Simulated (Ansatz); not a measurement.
Where the default PAW files enter, the runs use the earlier of Ansatz's two default sets.

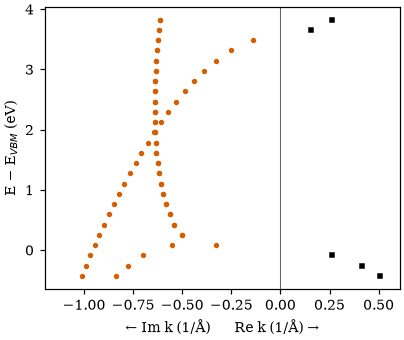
Figure. Complex bands at the centre of the two-dimensional zone; r2SCAN in Ansatz (a quantum-chemistry and plane-wave program)

The gap is the functional's own. No spin-orbit coupling. Mid-gap values are interpolated on the energy grid.

### Question
This is LiH (Fm-3m, rock salt, 2 atoms a cell, 7.3 Å³ an atom, 4 GPa at this level) along the normal of (110). Read off the slowest decay at the centre of the two-dimensional zone at 1.78 eV, the computed energy nearest the middle of the gap.

### Answer
κ ≈ 0.64 1/Å, a decay length 1/(2κ) of the density of 0.79 Å.
